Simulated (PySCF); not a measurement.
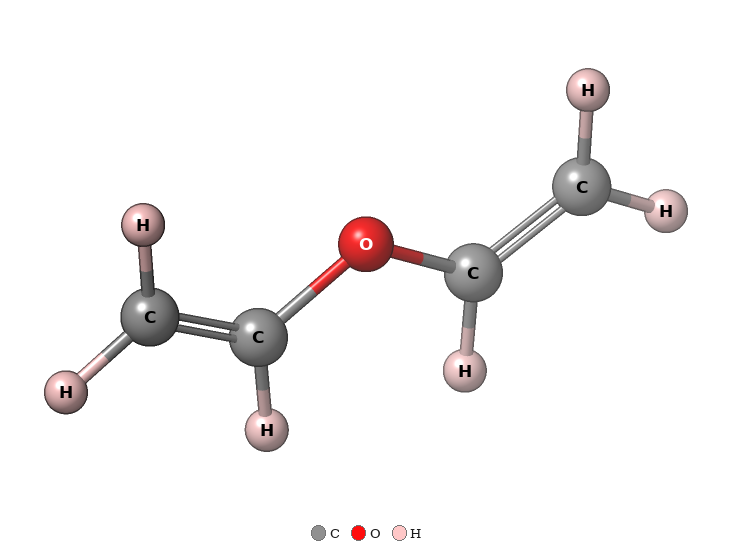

Orthographic view. Distant atoms are faded towards the background colour. The computed structure is the end point of a GFN2-xTB optimisation. No frequency run is at hand to confirm it as a minimum.

> Give the standard InChI.

InChI=1S/C4H6O/c1-3-5-4-2/h3-4H,1-2H2
